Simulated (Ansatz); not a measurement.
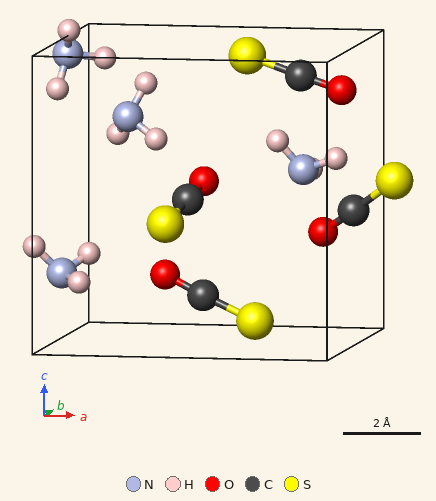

Starting frame of a dynamics run of a periodic cell with 4 NH3 + 4 OCS at 1.049 g/cm³. The picture is a ball-and-stick view of the simulation cell, seen slightly off an axis.

All numbers below come from Ansatz 0.2.0, DFT PBE-D3(BJ), scalar-relativistic, plane waves, PAW.

Input file:
```yaml
accuracy: low
crystal:
  lattice:
    - [7.872994, 0.0, 0.0]
    - [0.0, 7.872994, 0.0]
    - [0.0, 0.0, 7.872994]
  atoms:
    - { symbol: "N", position: [0.97073926, 0.75713562, 0.92195796] }
    - { symbol: H, position: [0.94735193, 0.6962829, 0.80958383] }
    - { symbol: H, position: [1.08378277, 0.82159799, 0.9025207] }
    - { symbol: H, position: [0.99262656, 0.66142003, 1.01039727] }
    - { symbol: "N", position: [0.8253905, 0.46589849, 0.58222209] }
    - { symbol: H, position: [0.74285662, 0.44087056, 0.67963621] }
    - { symbol: H, position: [0.94304922, 0.43153853, 0.62572983] }
    - { symbol: H, position: [0.82794818, 0.59542308, 0.57072681] }
    - { symbol: "N", position: [1.00342592, 0.48150627, 0.21706333] }
    - { symbol: H, position: [0.91621676, 0.44602471, 0.30796324] }
    - { symbol: H, position: [1.08145766, 0.37809634, 0.19884059] }
    - { symbol: H, position: [1.07835178, 0.57094843, 0.27453038] }
    - { symbol: "N", position: [0.32446319, -0.02232434, 0.8025387] }
    - { symbol: H, position: [0.42768769, -0.063367, 0.73390066] }
    - { symbol: H, position: [0.27121725, 0.07628798, 0.7339588] }
    - { symbol: H, position: [0.37468368, 0.03400126, 0.90954615] }
    - { symbol: O, position: [0.4614132, 0.60563435, 0.52065709] }
    - { symbol: C, position: [0.43333922, 0.46764637, 0.47348369] }
    - { symbol: S, position: [0.39281811, 0.2829574, 0.41057709] }
    - { symbol: O, position: [0.29811805, 0.76923983, 0.1867264] }
    - { symbol: C, position: [0.43111857, 0.74846745, 0.12240834] }
    - { symbol: S, position: [0.61137666, 0.72576894, 0.0422816] }
    - { symbol: O, position: [0.78785634, 1.0100369, 0.31382986] }
    - { symbol: C, position: [0.90119668, 0.95725924, 0.39368249] }
    - { symbol: S, position: [1.05303809, 0.88947273, 0.50406348] }
    - { symbol: O, position: [1.00499733, 0.20595565, 0.88044312] }
    - { symbol: C, position: [0.86382595, 0.22189039, 0.92465341] }
    - { symbol: S, position: [0.67667124, 0.2515183, 0.98449189] }
basis:
  ecutwfc: 420.0
kpoints:
  mp_grid: { grid: [1, 1, 1] }
hamiltonian:
  xc: pbe
  dispersion: d3bj
scf:
  occupations: { method: fermi_dirac, width: 0.05 }
  lower_state_search: "off"
md:
  timestep: 0.75
  n_steps: 300
  ensemble: nvt_langevin
  temperature: 250.0
  initial_velocities: maxwell_boltzmann
  seed: 740485
  friction: 0.02
```

Command:
```bash
ansatz run input.yaml --threads 1 --pin off --max-ram 3072MiB --backend cpu --events-out ev --progress --plain --runs-dir out
```

**What does the trajectory do?**

The mean temperature in the second half is 271 K (standard deviation 22 K). The potential energy in the second half lies on average 26.6 meV per atom above the first frame. Root-mean-square distances from the starting positions over the second half, with the common drift of all atoms taken out: H 0.74 Å, N 0.55 Å, O 0.46 Å, S 0.45 Å, C 0.31 Å. The heavy atoms stay within a fraction of a molecule's size of their starting places; so short a run doesn't tell a liquid from a solid.

Along the run (each row but the first and the last is the mean over the interval that it begins):

| time (fs) | potential energy (meV/atom) | T (K) |
| --- | --- | --- |
| 0.0 | 0.0 | 241 |
| 22.5 | 16.6 | 197 |
| 45.0 | 18.6 | 219 |
| 67.5 | 21.2 | 188 |
| 90.0 | 22.7 | 222 |
| 112.5 | 25.8 | 281 |
| 135.0 | 27.7 | 265 |
| 157.5 | 27.7 | 257 |
| 180.0 | 26.5 | 275 |
| 202.5 | 25.6 | 275 |
| 225.0 | 23.1 | 295 |

The paths of the atoms:

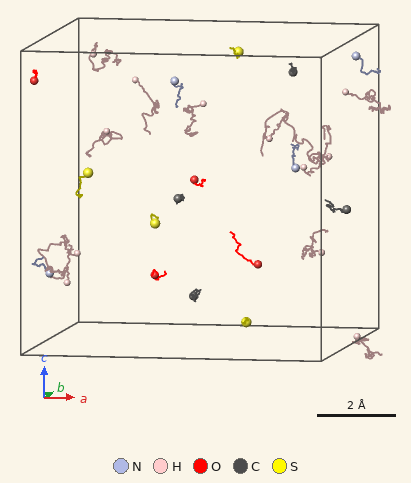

Limits of the set-up: the program's low-accuracy preset was used; the periodic images lie only 7.9 Å apart, so the values are limited by the cell's size.
